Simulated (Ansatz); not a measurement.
System: ZrPbI$_{6}$.

Input

```
crystal:
  lattice:
    - [5.46051531, 0.0, 0.0]
    - [0.0, 5.46051531, 0.0]
    - [0.0, 0.0, 12.15747708]
  atoms:
    - { symbol: Zr, position: [0.5, 0.5, 0.5] }
    - { symbol: I, position: [0.5, 0.5, 0.0] }
    - { symbol: I, position: [0.0, 0.0, 0.5] }
    - { symbol: I, position: [0.0, 0.5, 0.25109726] }
    - { symbol: I, position: [0.5, 0.0, 0.74890274] }
    - { symbol: I, position: [0.5, 0.0, 0.25109726] }
    - { symbol: I, position: [0.0, 0.5, 0.74890274] }
    - { symbol: Pb, position: [0.0, 0.0, 0.0] }
kpoints:
  mp_grid: { grid: [4, 4, 2] }
hamiltonian:
  xc: pbesol
scf:
  occupations: { method: fermi_dirac, width: 0.03 }
relax:
  f_tol: 0.01
  cell: {}
  max_steps: 120
output:
  write_density: true
  write_potential: true
  elf: true
  volumetric_format: npy
```

Launched as:

```sh
ansatz run input.yaml --threads 4 --pin off --max-ram 4608MiB --backend cpu --events-out ev --progress --plain --runs-dir out
```

Below, planes, directions and counts refer to the conventional cell (a = 5.19 Å, b = 5.19 Å, c = 9.02 Å, α = 90.00°, β = 90.00°, γ = 90.00°).

The fields are those of the run's last geometry, not of the input's.

Space group P4/mmm; a structure from a database of computed crystals, not necessarily the ambient phase; started from the TaNbAl6-123 prototype, which need not be the ambient phase.

Theory: DFT, PBEsol, plane waves, PAW in Ansatz.

What can the converged valence pseudo-density and electron localisation function tell about the bonding?

Answer. Zr–I (3.67 Å): ρ is about 0.1 e/Å³ halfway, with its minimum of 0.09 e/Å³ about 1.7 Å from Zr; the ELF peaks at about 0.70 in the valence shell of I, 1.2 Å from its nucleus, and drops to about 0.05 between the two atoms (no localised pair shows between them).
Pb–I (3.67 Å): the density is about 0.09 e/Å³ at the midpoint; the ELF peaks at about 0.75 in the valence shell of I, 1.3 Å from its nucleus, and drops to about 0.15 between the two atoms.

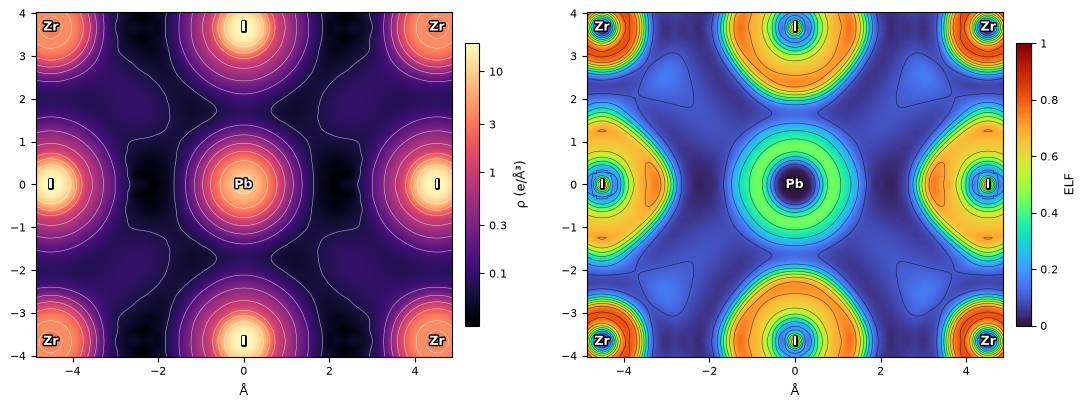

Computed valence pseudo-density and electron localisation function on the (11̄0) plane of the conventional cell, in this order. 
